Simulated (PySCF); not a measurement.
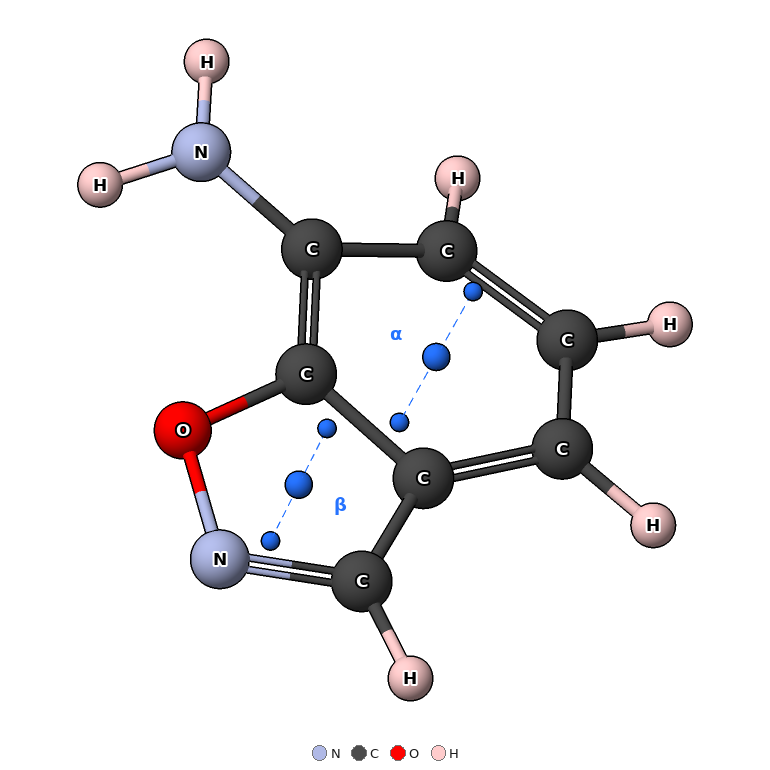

The small points mark where nucleus-independent chemical shifts (NICS) were computed: at the centre of each lettered ring and 1 Å above and below it. Geometry: a frame of a GFN2-xTB molecular-dynamics simulation, not a minimum. Properties computed with GIAO PBE0/pcSseg-1 NMR shielding, non-relativistic, gas phase (PySCF 2.14.0).

Give NICS(0), NICS(1) and the out-of-plane component NICS(1)zz for each ring (means of the two sides).

```
ring  members  NICS(0)  NICS(1)  NICS(1)zz
   α       C6    −10.5    −11.2      −26.7
   β     C3NO    −11.3    −10.9      −25.9
```

Values in ppm.

Question. What do the values say about the ring currents?

Answer. Ring α: diatropic, as in an aromatic ring. Ring β: diatropic, as in an aromatic ring. NICS is one index among several.
